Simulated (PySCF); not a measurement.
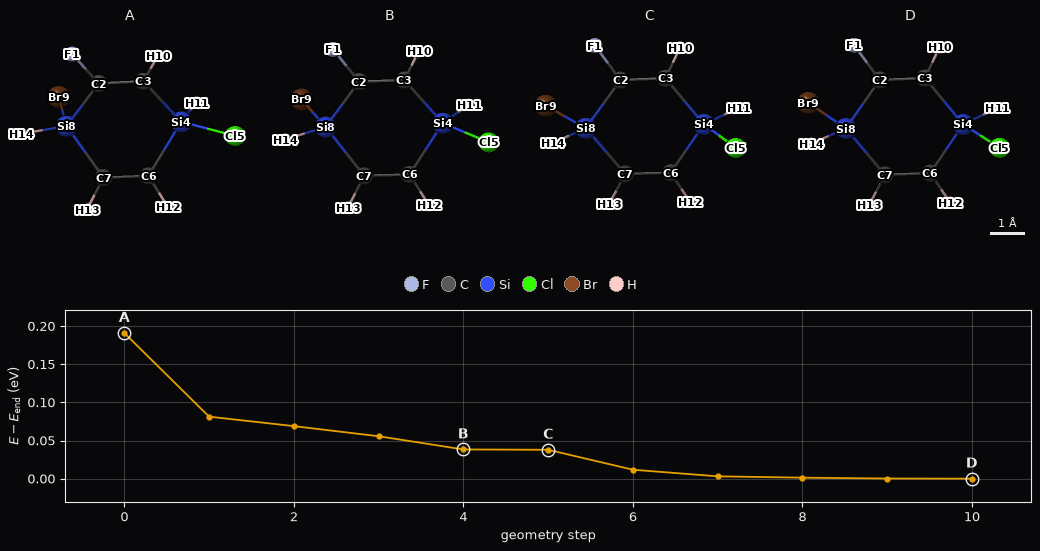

Frames of a relaxation of C₄H₅BrClFSi₂, marked on the history of the run. The picture is a ball-and-stick view, seen at a tilt.

The start comes from GFN2-xTB.

Theory: PBE0-D3(BJ)/def2-SVP geometry optimisation, gas phase in PySCF 2.14.0, density-fitted response routines. 

Describe the path.

Answer. The energy falls by 0.191 eV in 10 geometry steps. The atom that moves furthest after the best rigid fit is Br9 (1.00 Å). Largest moves by element: Br 1.00 Å, Cl 0.88 Å, H 0.80 Å, F 0.54 Å, C 0.24 Å, Si 0.21 Å. Near-neighbour distances that change, for instance: Si4–Si8 3.396 → 3.475 Å, Si4–Cl5 2.020 → 2.076 Å, Si8–H14 1.455 → 1.487 Å, C3–Si4 1.878 → 1.853 Å. Among the angles between lasting bonds that change: Cl5–Si4–H11 110.0° → 106.2°, C7–Si8–H14 116.0° → 112.7°, C3–Si4–C6 108.2° → 111.1°. Groups turn about C2–Si8 by about 30°, C7–Si8 by about 25°, C3–Si4 by about 25°. The run took roughly 10 core-minutes on a shared host. From step 0 to 4: Br9 moves most (0.54 Å), energy −0.153 eV. From step 4 to 5: Br9 moves most (0.56 Å), energy 0.000 eV. From step 5 to 10: Cl and Br atoms move most (0.12 Å), energy −0.038 eV.

```json
{"step": "0", "E − E(0), eV": "0.0000"}
{"step": "1", "E − E(0), eV": "-0.1096"}
{"step": "2", "E − E(0), eV": "-0.1221"}
{"step": "3", "E − E(0), eV": "-0.1353"}
{"step": "4", "E − E(0), eV": "-0.1526"}
{"step": "5", "E − E(0), eV": "-0.1531"}
{"step": "6", "E − E(0), eV": "-0.1792"}
{"step": "7", "E − E(0), eV": "-0.1879"}
{"step": "8", "E − E(0), eV": "-0.1896"}
{"step": "9", "E − E(0), eV": "-0.1907"}
{"step": "10", "E − E(0), eV": "-0.1909"}
```
